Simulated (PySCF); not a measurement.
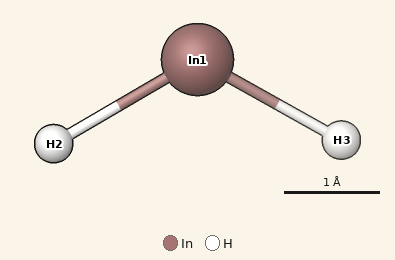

Fig. 1: The structure as given in the input (ball-and-stick view, seen on its broad side; atoms are numbered from 1 in the order of the input). Sticks mark near contacts. Bond lengths as drawn: H–In 1.76 Å.

**Frequency calculation, with input and output: InH₂**

System: InH₂, multiplicity 2.
Method: UKS-based PBE0, In def2-TZVP with ECP28, H def2-TZVP; non-relativistic Hamiltonian with a scalar-relativistic core potential; density fitting (PySCF 2.14.0).

What the program printed:
```
init E= -191.269701594887
  alpha nocc = 12  HOMO = -0.199399965582786  LUMO = -0.061400056299159
  beta  nocc = 11  HOMO = -0.287788022555484  LUMO = -0.0944612619135698
  HOMO = -0.199399965583  LUMO = -0.0944612619136  gap/eV = 2.85553
cycle= 1 E= -191.269701594887  delta_E= 3.13e-13  |g|= 1.58e-06  |ddm|= 4.43e-06
  alpha nocc = 12  HOMO = -0.199399683843218  LUMO = -0.0613999421961395
  beta  nocc = 11  HOMO = -0.287788127100722  LUMO = -0.0944609888012931
  HOMO = -0.199399683843  LUMO = -0.0944609888013  gap/eV = 2.85553
Extra cycle  E= -191.269701594887  delta_E= -1.14e-13  |g|= 1.45e-06  |ddm|= 4.19e-06
converged SCF energy = -191.269701594887  <S^2> = 0.75309424  2S+1 = 2.0030919
```

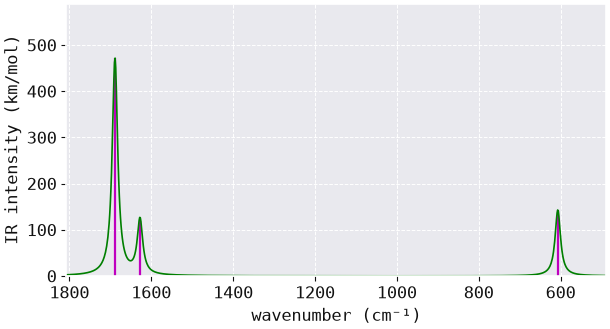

Fig. 2: Harmonic infrared spectrum, unscaled: sticks (degenerate modes added up, dark ones marked on the axis) with a Lorentzian envelope of 16 cm⁻¹ full width, scaled to the tallest stick. 3 modes from 607 to 1689 cm⁻¹, none imaginary. The strongest line is at 1689 cm⁻¹ (472 km/mol). All modes, in cm⁻¹ (km/mol): 607 (143), 1627 (120), 1689 (472).

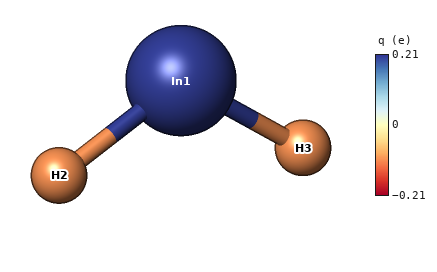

Fig. 3: Mulliken charges, as the colour of each atom (ball-and-stick view, seen at a tilt; atoms are numbered from 1 in the order of the input). By element: In +0.20 and H −0.10 e.

This output came from the following input.

Input:
```python
from pyscf import gto, scf, dft
mol = gto.M(atom='''
In     0.000000     0.000000    -0.015002
H      1.527711     0.000000     0.855190
H     -1.527711     0.000000     0.855190''',
    basis={'In': 'def2-TZVP', 'H': 'def2-TZVP'},
    ecp={'In': 'def2-TZVP'},
    charge=0, spin=1)
mf = dft.UKS(mol, xc='PBE0')
mf.grids.atom_grid = (75, 302)
aux = {'In': 'def2-universal-JKFIT', 'H': 'def2-universal-JKFIT'}
mf = mf.density_fit(auxbasis=aux)
mf.conv_tol = 1e-09
mf.diis_space = 10
mf.max_cycle = 60
mf.verbose = 4
mf.kernel()
```

The script is an equivalent of the set-up of the self-consistent field. The run itself was carried out by a driver, which started from the orbitals of the step before it where there was one and computed the further properties.

Command:
```bash
OMP_NUM_THREADS=2 python axn.py task.json out
```

Results in brief:

```tsv
quantity	value
outcome	converged
total energy	−191.269702 hartree
⟨S²⟩	0.753
zero-point energy	0.008937 hartree
dipole moment	0.42 D
wavenumbers, lowest and highest	607 and 1689 cm⁻¹
hardware	2 threads of Arm Neoverse N1, 54 GiB of memory available, shared host
wall time	20 s (CPU time 33 s)
peak memory	0.64 GiB
```
